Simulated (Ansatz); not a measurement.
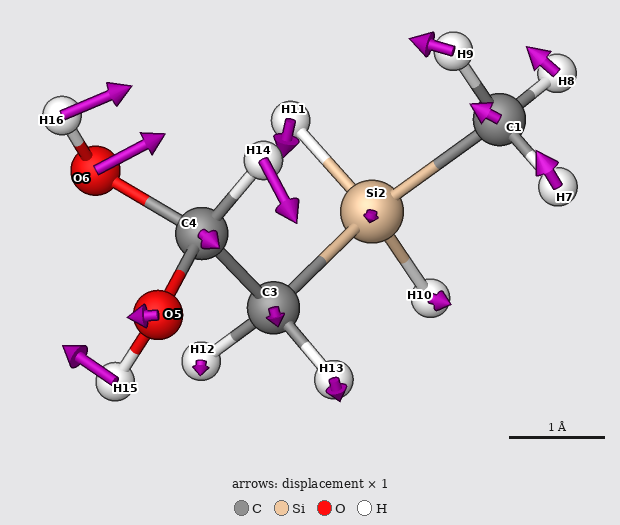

A relaxation of C₃H₁₀O₂Si. The starting structure is drawn; purple arrows show the displacements, at their true length. The two geometries are superimposed by the best rigid fit.

Style: ball-and-stick. Shown at a tilt.

The run prepares the start of a later molecular dynamics calculation, from a guessed geometry.

Method: RKS PBE-D4/STO-3G (Ansatz 0.2.0). (no spin polarisation; force threshold 0.02 eV/Å; at most 40 steps)

What happened in the run?

Answer. After 14 geometry steps the energy has fallen by 1.233 eV. Largest force component: 5.9 eV/Å at the start, 0.019 eV/Å at the end. The largest move after the best rigid fit is that of O6, 0.84 Å. Largest moves by element: O 0.84 Å, H 0.83 Å, C 0.36 Å, Si 0.14 Å. Among the contacts that change: C3–C4 1.458 → 1.572 Å, C4–O6 1.383 → 1.481 Å, O5–H15 0.960 → 1.039 Å, C1–H8 1.036 → 1.103 Å. Among the angles between lasting bonds that change: C3–C4–O6 116.6° → 105.3°, C4–O6–H16 109.1° → 100.7°, O5–C4–O6 106.2° → 112.2°. Groups turn about C3–C4 by about 30°.

Limits of the set-up: STO-3G is a minimal basis, so the numbers are rough.
